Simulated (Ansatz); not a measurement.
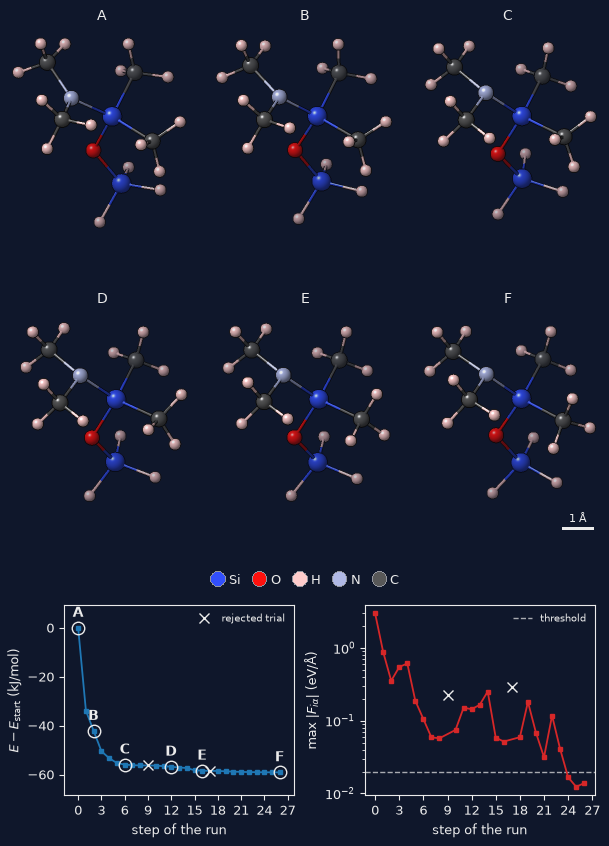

Frames of a relaxation of C4H15NOSi2, marked on the history of the run. A ball-and-stick model, seen from a free direction.

The run prepares the start of a later molecular dynamics calculation, from a guessed geometry.

Theory: RKS PBE0/STO-3G in Ansatz. Set-up: no spin polarisation; force threshold 0.02 eV/Å; at most 40 steps.

### What happens along the run?

The atom that moves furthest after the best rigid fit is an H atom (1.18 Å). By element the largest moves are H 1.18 Å, O 0.41 Å, N 0.40 Å, Si 0.27 Å, C 0.25 Å. Near-neighbour distances that change, for instance: N–Si 1.820 → 1.765 Å, C–H 1.110 → 1.094 Å, H–Si 1.460 → 1.444 Å, C–N 1.470 → 1.485 Å. Bond angles that change, for instance: C–N–C 120.0° → 109.9°, Si–O–Si 125.0° → 119.2°, N–C–H 109.5° → 114.0°. Groups turn about C–Si by about 65°, O–Si by about 35°, C–Si by about 20°. The energy falls by 59.1 kJ/mol in 24 accepted moves (26 points after the start). Largest force component: 3 eV/Å at the start, 0.014 eV/Å at the end. The line search rejected the trial steps at points 9, 17 of the run. From step 0 to 2: H atoms move most (0.22 Å), energy −42.2 kJ/mol. From step 2 to 6: H atoms move most (0.42 Å), energy −13.7 kJ/mol. From step 6 to 12: an H atom moves most (0.33 Å), energy −0.87 kJ/mol. From step 12 to 16: an H atom moves most (0.43 Å), energy −1.61 kJ/mol. From step 16 to 26: an H atom moves most (0.38 Å), energy −0.68 kJ/mol.

| step | E − E(0), kJ/mol | largest force component, eV/Å | note |
| --- | --- | --- | --- |
| 0 | 0.00 | 2.9921 |  |
| 1 | -33.85 | 0.8832 |  |
| 2 | -42.17 | 0.3541 |  |
| 3 | -50.44 | 0.5490 |  |
| 4 | -53.30 | 0.6128 |  |
| 5 | -55.27 | 0.1878 |  |
| 6 | -55.92 | 0.1053 |  |
| 7 | -56.15 | 0.0590 |  |
| 8 | -56.25 | 0.0573 |  |
| 9 | -56.24 | 0.2274 | rejected |
| 10 | -56.31 | 0.0747 |  |
| 11 | -56.55 | 0.1510 |  |
| 12 | -56.79 | 0.1440 |  |
| 13 | -57.11 | 0.1653 |  |
| 14 | -57.31 | 0.2521 |  |
| 15 | -58.23 | 0.0584 |  |
| 16 | -58.41 | 0.0517 |  |
| 17 | -58.38 | 0.2896 | rejected |
| 18 | -58.52 | 0.0594 |  |
| 19 | -58.65 | 0.1814 |  |
| 20 | -58.80 | 0.0684 |  |
| 21 | -58.89 | 0.0315 |  |
| 22 | -58.97 | 0.1175 |  |
| 23 | -59.02 | 0.0410 |  |
| 24 | -59.05 | 0.0167 |  |
| 25 | -59.07 | 0.0123 |  |
| 26 | -59.08 | 0.0139 |  |

Limits of the set-up: STO-3G is a minimal basis, so the numbers are rough.
